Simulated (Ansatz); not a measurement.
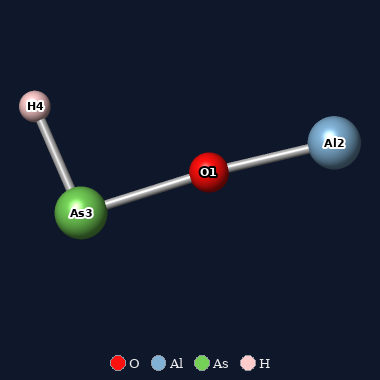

The system is AlAsHO, spin multiplicity 2; the picture shows the reference structure. Coordinates scanned: (1) bond length O1–Al2; (2) bond length O1–As3. Nothing is relaxed (all other coordinates rigid). Grid: 9 × 9 points. Energies are in eV, from the lowest grid point. Theory: Ansatz 0.2.0, UKS B3LYP-D4/def2-TZVP.

Its coordinates:

```yaml
atoms:
  - { symbol: O, position_ang: [0.3604, 0.0510, 0.4955] }
  - { symbol: Al, position_ang: [0.7056, -0.3877, 2.1071] }
  - { symbol: As, position_ang: [0.1059, 0.5847, -1.1827] }
  - { symbol: H, position_ang: [-1.1719, -0.2480, -1.4199] }
```

Range: bond length O1–Al2 from 1.501 to 2.132 Å; bond length O1–As3 from 1.495 to 2.313 Å.

**What landscape does the calculation give?**

The lowest grid point is at bond length O1–Al2 = 1.738 Å, bond length O1–As3 = 1.801 Å. No other kind of well shows on this grid. The highest grid point, bond length O1–Al2 = 2.132 Å, bond length O1–As3 = 2.313 Å, lies 2.74 eV above the lowest. Round the minimum the two coordinates are weakly coupled (coupling 0.06 in units of the two stiffnesses).

| bond length O1–As3 ↓, bond length O1–Al2 → | 1.501 | 1.580 | 1.659 | 1.738 | 1.816 | 1.895 | 1.974 | 2.053 | 2.132 |
| --- | --- | --- | --- | --- | --- | --- | --- | --- | --- |
| 2.313 | 2.02 | 1.58 | 1.43 | 1.47 | 1.63 | 1.87 | 2.14 | 2.44 | 2.74 |
| 2.211 | 1.70 | 1.25 | 1.09 | 1.12 | 1.27 | 1.49 | 1.76 | 2.05 | 2.35 |
| 2.108 | 1.38 | 0.91 | 0.74 | 0.76 | 0.90 | 1.11 | 1.37 | 1.66 | 1.95 |
| 2.006 | 1.08 | 0.60 | 0.42 | 0.42 | 0.55 | 0.76 | 1.01 | 1.29 | 1.57 |
| 1.904 | 0.84 | 0.35 | 0.15 | 0.15 | 0.27 | 0.47 | 0.71 | 0.98 | 1.25 |
| 1.801 | 0.72 | 0.22 | 0.01 | 0.00 | 0.11 | 0.30 | 0.53 | 0.79 | 1.05 |
| 1.699 | 0.84 | 0.33 | 0.11 | 0.08 | 0.18 | 0.35 | 0.57 | 0.82 | 1.07 |
| 1.597 | 1.37 | 0.83 | 0.59 | 0.55 | 0.63 | 0.79 | 1.00 | 1.23 | 1.47 |
| 1.495 | 2.57 | 2.01 | 1.75 | 1.69 | 1.75 | 1.89 | 2.07 | 2.28 | 2.49 |

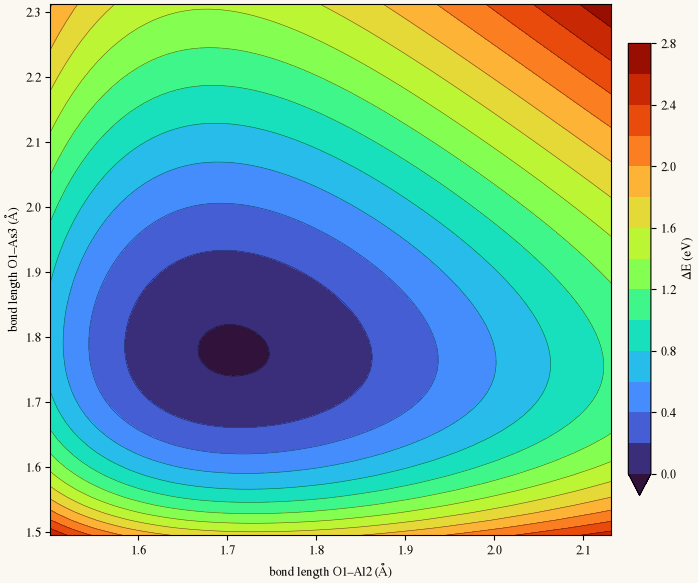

In the figure: filled contours. Between grid points the surface is interpolated.

The whole map (81 points run) took 12 min on 1 thread of Arm Neoverse V1, with other jobs on the host.
